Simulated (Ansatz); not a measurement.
# SiH2O2F (SMILES O[Si](O)F): UHF/STO-3G

What is the electronic atomisation energy of SiH2O2F at UHF/STO-3G? 

The results are computed with Ansatz 0.2.0.

38 further runs of the same task are left out: 38 set aside as unsound or not needed. Runs told in other sessions of the task aren't counted.

## (1) The system as given

The species is SiH2O2F (6 atoms), meant as a doublet with charge 0. As SMILES, `O[Si](O)F`. The shape is that of a PBE0-D4/def2-TZVP optimisation. This is one conformer, not always the lowest.

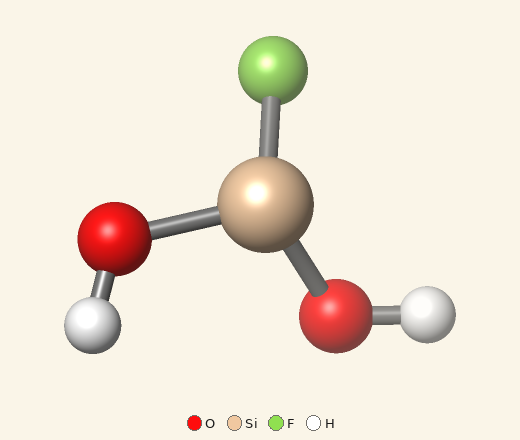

The structure, seen from a chosen angle (oxygen red, silicon light orange, fluorine green, hydrogen white).

## (2) A single-point energy at UHF/STO-3G

run.yaml

```yaml
crystal:
  periodic: [false, false, false]
  atoms:
    - {symbol: O, position_ang: [-0.887300, 1.032000, -0.626300]}
    - {symbol: Si, position_ang: [0.382900, 0.026200, -0.446500]}
    - {symbol: O, position_ang: [0.346300, -0.560700, 1.083400]}
    - {symbol: F, position_ang: [0.159400, -1.133900, -1.516300]}
    - {symbol: H, position_ang: [-1.051600, 1.658800, 0.081100]}
    - {symbol: H, position_ang: [1.092300, -1.086600, 1.378500]}
basis:
  gaussian: {orbitals: STO-3G}
magnetization: {spin_polarized: true, initial_magnetization: 1}
hamiltonian: {xc: hf}
accuracy: high
output: {orbitals: {seedname: orbitals}}
```

Run with:

```sh
$ ansatz run run.yaml --threads 1 --pin off --max-ram 3480MiB --events-out events.jsonl --progress --plain --runs-dir runs
```

The program printed:

```text
Warning: RAYON_NUM_THREADS=1 ignored (pool sized by the plan → 1); use --threads N
Functional definition: HF
  name "HF"
  exchange = exact_x
  correlation = 0
516 factors; integrals over basis functions are off by at most 3.1e-8 eV
mean field evaluation 1: about -14486.3573 eV, gradient 2.0e1 eV
mean field evaluation 2: about -14486.4576 eV, gradient 2.0e1 eV
mean field evaluation 4: about -14489.5696 eV, gradient 1.3e0 eV
mean field evaluation 8: about -14489.5977 eV, gradient 2.0e-2 eV
mean field -14489.59771645 eV, -532.4828946776 hartree, gradient 1.2e-8 eV, S^2 0.758117; 0 other end points of the search recorded, 0 dependent functions left out
reference -14489.59771645 eV, -532.4828946776 hartree; 21, 20 occupied and 5, 6 virtual orbitals, 516 factors
Total energy: -14489.59771645 eV, -532.4828946776 hartree
```

Run time: 0.42 s. Hardware: 1 thread of Arm Neoverse N1, shared host.

## (3) The F atom at the same level

job.yaml

```yaml
basis:
  gaussian: {orbitals: STO-3G}
crystal:
  periodic: [false, false, false]
  atoms:
    - {symbol: F, position_ang: [0.000000, 0.000000, 0.000000]}
magnetization: {spin_polarized: true, initial_magnetization: 1}
hamiltonian: {xc: hf}
accuracy: high
```

Run the same way, it converges to -97.98651 Eh (log not shown).

## (4) The H atom

molecule.yaml

```yaml
crystal:
  periodic: [false, false, false]
  atoms:
    - {symbol: H, position_ang: [0.000000, 0.000000, 0.000000]}
basis:
  gaussian:
    orbitals: STO-3G
magnetization:
  spin_polarized: true
  initial_magnetization: 1
hamiltonian:
  xc: hf
accuracy: high
```

Run the same way, it converges to -0.46658 Eh (log not shown).

## (5) The O atom

in.yaml

```yaml
basis:
  gaussian:
    orbitals: STO-3G
crystal:
  periodic: [false, false, false]
  atoms:
    - {symbol: O, position_ang: [0.000000, 0.000000, 0.000000]}
magnetization:
  spin_polarized: true
  initial_magnetization: 2
hamiltonian:
  xc: hf
accuracy: high
```

Run the same way, it converges to -73.80415 Eh (log not shown).

## (6) The Si atom, same level

input.yaml

```yaml
crystal:
  periodic: [false, false, false]
  atoms:
    - {symbol: Si, position_ang: [0.000000, 0.000000, 0.000000]}
basis:
  gaussian:
    orbitals: STO-3G
magnetization:
  spin_polarized: true
  initial_magnetization: 2
hamiltonian:
  xc: hf
accuracy: high
```

Run the same way, it converges to -285.46622 Eh (log not shown).

## (7) Outcome

At UHF/STO-3G:

```
                                    quantity          value
                      molecule: total energy  -532.48289 Eh
molecule: HOMO energy (highest over α and β)       -5.80 eV
 molecule: LUMO energy (lowest over α and β)        6.19 eV
                              molecule: ⟨S²⟩          0.758
                        F atom: total energy   -97.98651 Eh
                                F atom: ⟨S²⟩          0.750
                        H atom: total energy    -0.46658 Eh
                                H atom: ⟨S²⟩          0.750
                        O atom: total energy   -73.80415 Eh
                                O atom: ⟨S²⟩          2.000
                       Si atom: total energy  -285.46622 Eh
                               Si atom: ⟨S²⟩          2.000
               electronic atomisation energy      13.298 eV
```

In words: Taking the molecule apart into free atoms costs 13.30 eV (307 kcal/mol), before zero-point energy and without spin-orbit coupling. Hartree–Fock lacks the correlation of the bonding pairs, which as a rule makes this value much too low; in minimal bases other errors can mask that. In a minimal basis such a difference can be off by several eV, whatever the method.
